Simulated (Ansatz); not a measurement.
**Run report: AlSiH7O2, nudged elastic band (part 2 of 2)**

AlSiH7O2; RKS r2SCAN-D4/6-31G* (Ansatz 0.2.0). It belongs to a series of runs on one base structure; here: band between the two ends.

Geometry of the input (Å):
```
Al -1.3413  -0.3270  0.6316
O  -0.3404  -1.3244  1.6956
H  -1.7133  -0.9402  -0.7996
H  -2.3041  0.7284  1.3489
H  0.8336  -0.0403  0.8819
O  0.4061  0.5485  0.2063
Si 1.1190  0.6523  -1.3425
H  -0.5789  -1.3986  2.6269
H  0.1785  1.4637  -2.1418
H  2.4265  1.3362  -1.1885
H  1.3146  -0.6986  -1.9188
```

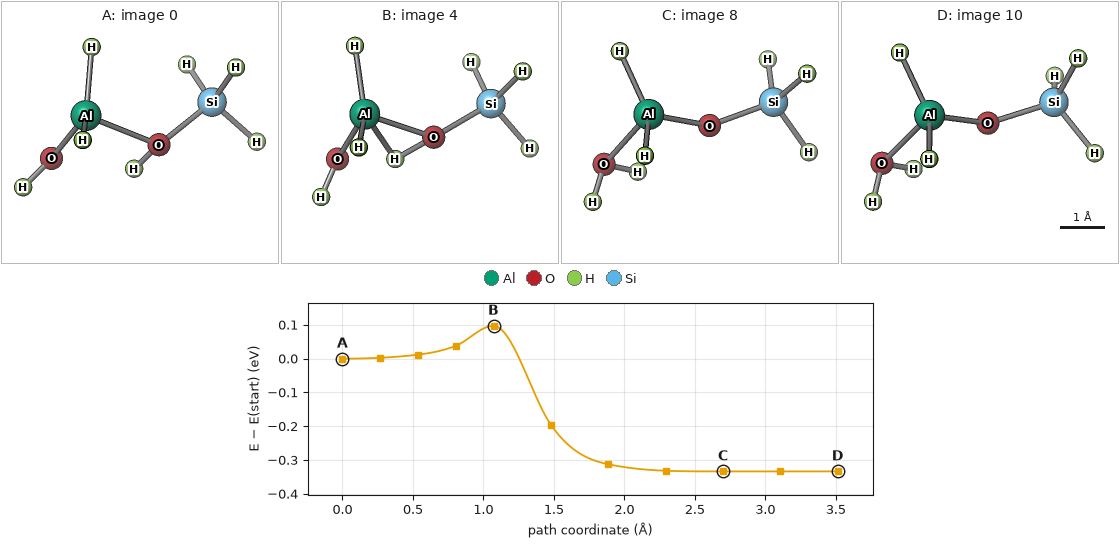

Images of the last band (counted from 0; ball-and-stick, seen at a tilt) above the energy along the path; the line is a cubic interpolation that uses the forces. The highest image is number 4, 0.097 eV above the start and 0.431 eV above the end (the climbing image); the end lies 0.334 eV below the start. The path is 3.51 Å long. The band converged in 16 iterations.

```
Total energy: -18680.12233998 eV, -686.4818341525 hartree
Atom 0 at    -1.441189    -0.282459     0.554101 Å, force     0.002423    -0.002743    -0.003537 eV/Å
Atom 1 at    -0.233909    -1.244787     1.590695 Å, force    -0.004222     0.010184    -0.000574 eV/Å
Atom 2 at    -2.022581    -1.085552    -0.688935 Å, force    -0.000141    -0.000264     0.000066 eV/Å
Atom 3 at    -2.301499     0.736148     1.426281 Å, force     0.000314    -0.000616     0.000387 eV/Å
Atom 4 at     0.488945    -0.368853     0.907251 Å, force     0.000396    -0.002308    -0.001882 eV/Å
Atom 5 at     0.277712     0.434552     0.098194 Å, force    -0.000695     0.003113     0.005237 eV/Å
Atom 6 at     1.174852     0.664099    -1.303736 Å, force    -0.008762     0.006747    -0.003305 eV/Å
Atom 7 at    -0.242523    -1.085537     2.545886 Å, force     0.003427    -0.006025     0.001645 eV/Å
Atom 8 at     0.409923     1.581478    -2.184355 Å, force    -0.001194    -0.000596    -0.001453 eV/Å
Atom 9 at     2.478811     1.277408    -0.942078 Å, force     0.003150    -0.007539    -0.000056 eV/Å
Atom 10 at     1.411659    -0.626595    -2.003404 Å, force     0.005303     0.000047     0.003472 eV/Å
Dipole moment:     0.389702     0.092823     0.161634 e Å
this run last wrote the band of iteration 16 to [file]
```

The last band as extended XYZ (Å, eV, eV/Å)
```
11
Properties=species:S:1:pos:R:3:forces:R:3 image=0 energy=-18680.21952
Al   -1.3413   -0.3270    0.6316    0.0165  -0.0038  -0.0026
O    -0.3404   -1.3244    1.6956   -0.0090   0.0118  -0.0019
H    -1.7133   -0.9402   -0.7996   -0.0006   0.0014   0.0048
H    -2.3041    0.7284    1.3489   -0.0050   0.0023  -0.0018
H     0.8336   -0.0403    0.8819   -0.0050   0.0013  -0.0047
O     0.4061    0.5485    0.2063   -0.0131  -0.0055   0.0191
Si    1.1190    0.6523   -1.3425    0.0091   0.0029   0.0013
H    -0.5789   -1.3986    2.6269    0.0048  -0.0088   0.0040
H     0.1785    1.4637   -2.1418   -0.0037   0.0038  -0.0061
H     2.4265    1.3362   -1.1885    0.0062   0.0040  -0.0027
H     1.3146   -0.6986   -1.9188   -0.0002  -0.0092  -0.0094
11
Properties=species:S:1:pos:R:3:forces:R:3 image=1 energy=-18680.21696
Al   -1.3731   -0.3500    0.6389    0.0028   0.0039  -0.0026
O    -0.3454   -1.3116    1.7160    0.0038  -0.0044   0.0033
H    -1.8010   -1.0304   -0.7429    0.0084   0.0047  -0.0046
H    -2.3012    0.7461    1.3416   -0.0001  -0.0008  -0.0014
H     0.7898   -0.1081    0.8423    0.0081   0.0023   0.0033
O     0.3784    0.4890    0.1593   -0.0055   0.0079   0.0091
Si    1.1442    0.6695   -1.3531    0.0035  -0.0066  -0.0069
H    -0.5312   -1.3166    2.6622   -0.0089  -0.0051   0.0005
H     0.2401    1.5323   -2.1423   -0.0043  -0.0012   0.0028
H     2.4534    1.3282   -1.1203   -0.0023   0.0016  -0.0055
H     1.3462   -0.6484   -2.0019   -0.0056  -0.0024   0.0023
11
Properties=species:S:1:pos:R:3:forces:R:3 image=2 energy=-18680.20764
Al   -1.4156   -0.3585    0.6420    0.0021   0.0092   0.0005
O    -0.3321   -1.2977    1.6961    0.0158  -0.0264   0.0093
H    -1.9099   -1.0815   -0.6926    0.0154   0.0052  -0.0039
H    -2.3056    0.7501    1.3724    0.0005   0.0013  -0.0056
H     0.7117   -0.1603    0.8057    0.0255   0.0106   0.0015
O     0.3321    0.4581    0.1110   -0.0092   0.0130   0.0192
Si    1.1698    0.6747   -1.3527    0.0070  -0.0049  -0.0200
H    -0.4348   -1.2369    2.6530   -0.0397  -0.0078   0.0121
H     0.3218    1.5716   -2.1667   -0.0096  -0.0011   0.0037
H     2.4748    1.3072   -1.0375   -0.0014   0.0015  -0.0140
H     1.3878   -0.6267   -2.0307   -0.0064  -0.0004  -0.0027
11
Properties=species:S:1:pos:R:3:forces:R:3 image=3 energy=-18680.18157
Al   -1.4460   -0.3429    0.6220   -0.0084  -0.0318   0.0427
O    -0.2976   -1.2827    1.6433   -0.0391  -0.0473   0.0346
H    -1.9886   -1.0923   -0.6761    0.0192   0.0080   0.0046
H    -2.3103    0.7413    1.4121   -0.0046   0.0079  -0.0080
H     0.6040   -0.2351    0.8011    0.0734   0.0890  -0.0726
O     0.2929    0.4497    0.0954    0.0263   0.0113  -0.0037
Si    1.1818    0.6675   -1.3315    0.0029   0.0041  -0.0179
H    -0.3106   -1.1353    2.5974   -0.0662  -0.0373   0.0354
H     0.3817    1.5747   -2.1840   -0.0118   0.0002   0.0065
H     2.4809    1.2878   -0.9710    0.0088  -0.0002  -0.0164
H     1.4120   -0.6328   -2.0088   -0.0006  -0.0039  -0.0052
11
Properties=species:S:1:pos:R:3:forces:R:3 image=4 energy=-18680.12233
Al   -1.4412   -0.2825    0.5541    0.0024  -0.0027  -0.0035
O    -0.2339   -1.2448    1.5907   -0.0042   0.0102  -0.0006
H    -2.0226   -1.0856   -0.6889   -0.0001  -0.0003   0.0001
H    -2.3015    0.7361    1.4263    0.0003  -0.0006   0.0004
H     0.4889   -0.3689    0.9073    0.0004  -0.0023  -0.0019
O     0.2777    0.4346    0.0982   -0.0007   0.0031   0.0052
Si    1.1749    0.6641   -1.3037   -0.0088   0.0067  -0.0033
H    -0.2425   -1.0855    2.5459    0.0034  -0.0060   0.0016
H     0.4099    1.5815   -2.1844   -0.0012  -0.0006  -0.0015
H     2.4788    1.2774   -0.9421    0.0032  -0.0075  -0.0001
H     1.4117   -0.6266   -2.0034    0.0053   0.0000   0.0035
11
Properties=species:S:1:pos:R:3:forces:R:3 image=6 energy=-18680.53204
Al   -1.3726   -0.1608    0.4160    0.0205   0.0102   0.0117
O    -0.2407   -1.2661    1.6675   -0.0030  -0.0053   0.0150
H    -2.0597   -1.1373   -0.6359    0.0020  -0.0125   0.0043
H    -2.2222    0.7032    1.4564    0.0067   0.0041   0.0020
H     0.5629   -0.7835    1.3595    0.0248  -0.0503   0.0428
O     0.1810    0.5309   -0.0676   -0.0327   0.0119   0.0160
Si    1.1318    0.7441   -1.3875    0.0342  -0.0277  -0.0360
H    -0.3516   -1.0521    2.6090   -0.0492   0.0002   0.0140
H     0.5071    1.6634   -2.3816    0.0256   0.0171  -0.0205
H     2.4453    1.3126   -0.9655   -0.0181   0.0378  -0.0164
H     1.4190   -0.5545   -2.0705   -0.0109   0.0147  -0.0328
11
Properties=species:S:1:pos:R:3:forces:R:3 image=7 energy=-18680.55112
Al   -1.3331   -0.1919    0.4055   -0.0156   0.0150   0.0035
O    -0.3055   -1.2753    1.7588    0.0093  -0.0026  -0.0085
H    -2.0724   -1.2111   -0.5691    0.0108  -0.0057  -0.0015
H    -2.1521    0.7500    1.4066    0.0043   0.0058  -0.0057
H     0.5735   -0.9239    1.5001   -0.0061  -0.0088   0.0186
O     0.2239    0.4243   -0.1307    0.0122  -0.0196  -0.0011
Si    1.1447    0.7661   -1.4436    0.0015   0.0163   0.0018
H    -0.4692   -0.9783    2.6701   -0.0037   0.0035   0.0013
H     0.4810    1.7349   -2.3662   -0.0022  -0.0139   0.0003
H     2.4374    1.3694   -1.0045   -0.0026  -0.0027   0.0002
H     1.4719   -0.4644   -2.2271   -0.0080   0.0128  -0.0089
11
Properties=species:S:1:pos:R:3:forces:R:3 image=8 energy=-18680.55303
Al   -1.3338   -0.2144    0.3990    0.0095  -0.0017   0.0186
O    -0.3565   -1.2801    1.7991    0.0283  -0.0250  -0.0118
H    -2.1618   -1.2498   -0.4823   -0.0031   0.0104  -0.0057
H    -2.0568    0.8536    1.3468   -0.0137   0.0051  -0.0133
H     0.5392   -1.0209    1.4915   -0.0134  -0.0093   0.0205
O     0.2559    0.2396   -0.1976    0.0134  -0.0051  -0.0072
Si    1.1607    0.7649   -1.4584   -0.0068   0.0121   0.0236
H    -0.4645   -0.9124    2.6923   -0.0066   0.0143   0.0043
H     0.4093    1.7178   -2.3287    0.0069  -0.0114  -0.0181
H     2.3752    1.4699   -0.9529    0.0037   0.0057   0.0018
H     1.6335   -0.3685   -2.3090   -0.0183   0.0048  -0.0126
11
Properties=species:S:1:pos:R:3:forces:R:3 image=9 energy=-18680.55306
Al   -1.3128   -0.1916    0.4087   -0.0039  -0.0097   0.0015
O    -0.3891   -1.3196    1.7959    0.0056  -0.0073  -0.0024
H    -2.2130   -1.1691   -0.4673   -0.0046   0.0040  -0.0025
H    -1.9656    0.9167    1.3622   -0.0022   0.0021  -0.0035
H     0.5196   -1.1171    1.4856   -0.0016  -0.0071   0.0104
O     0.2944    0.1631   -0.2076    0.0116   0.0119  -0.0076
Si    1.1602    0.7658   -1.4619    0.0153   0.0067   0.0189
H    -0.4713   -0.9443    2.6890    0.0022   0.0048   0.0009
H     0.3126    1.5655   -2.3962    0.0041  -0.0080  -0.0124
H     2.2508    1.6544   -0.9628   -0.0051   0.0114   0.0087
H     1.8145   -0.3238   -2.2457   -0.0214  -0.0088  -0.0120
11
Properties=species:S:1:pos:R:3:forces:R:3 image=10 energy=-18680.55304
Al   -1.3104   -0.1674    0.4266   -0.0207   0.0010   0.0037
O    -0.4058   -1.3497    1.7832   -0.0010   0.0003  -0.0149
H    -2.2803   -1.0934   -0.4316    0.0065   0.0043   0.0028
H    -1.8873    0.9570    1.4113    0.0016  -0.0035  -0.0044
H     0.5049   -1.2050    1.4492    0.0035  -0.0021   0.0057
O     0.2897    0.1265   -0.2348    0.0090   0.0030   0.0014
Si    1.1590    0.7658   -1.4674    0.0034   0.0038  -0.0074
H    -0.4412   -0.9601    2.6733    0.0021  -0.0006   0.0074
H     0.2904    1.3959   -2.5067   -0.0026  -0.0025   0.0027
H     2.0976    1.8135   -0.9661   -0.0010  -0.0005   0.0008
H     1.9837   -0.2832   -2.1371   -0.0007  -0.0033   0.0021
```

Key numbers

```tsv
quantity	value
outcome	converged
barrier, forward	0.097 eV
barrier, backward	0.431 eV
hardware	2 threads of Arm Neoverse V2, 24 GiB of memory available, shared host
wall time	7 min (CPU time 14 min)
peak memory	0.15 GiB
```

Notes

The order of the saddle point was not checked.
